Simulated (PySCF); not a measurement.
The calculation's input:

```
{"job": {"kind": "nmr", "xc": "PBE0", "basis": "pcSseg-1"}, "charge": 0, "multiplicity": 1}
C      3.260429    -0.592266     0.405924
C      2.089348    -0.262010    -0.111648
P      0.501931    -0.820777     0.610246
C     -0.426325    -0.978209    -0.943395
C     -1.646049    -0.482058    -1.093264
C     -2.353457     0.305412    -0.029854
C     -1.406503     1.171038     0.748732
C     -0.163910     0.815312     1.042838
H      3.332167    -1.215485     1.282680
H      4.193838    -0.255975    -0.019366
H      2.021546     0.360636    -0.997407
H      0.054841    -1.547511    -1.728228
H     -2.184648    -0.611548    -2.023230
H     -2.847056    -0.390373     0.659321
H     -3.135330     0.920199    -0.480653
H     -1.790096     2.135843     1.054867
H      0.492276     1.459803     1.612527
```

Command:

```sh
OMP_NUM_THREADS=1 python probes_run.py task.json out
```

Geometry: GFN2-xTB.

Theory: PBE0/pcSseg-1, SCF density, gas phase, non-relativistic (PySCF).

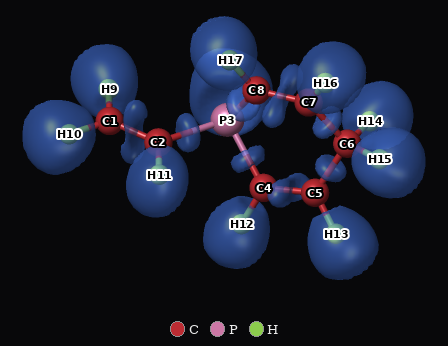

C$_{7}$H$_{9}$P (SMILES C=CP1C=CCC=C1). Isosurface of the electron localisation function at 0.85 (blue), seen at a tilt. Core shells and regions of very low density are left out.

Where are the electrons localised?

At this value the surface marks out five regions between bonded C–C atoms (shared pairs), three regions between bonded C–P atoms (shared pairs), nine regions around hydrogen nuclei and one lobe on P, pointing away from the bonds (lone pairs). Along the contacts the grid gives the following. C–C (1.32 Å): the ELF peaks at about 0.90 between the atoms (a short, multiple covalent bond). C–P (1.82 Å): the ELF peaks at about 0.95 between the atoms; a shared electron pair.
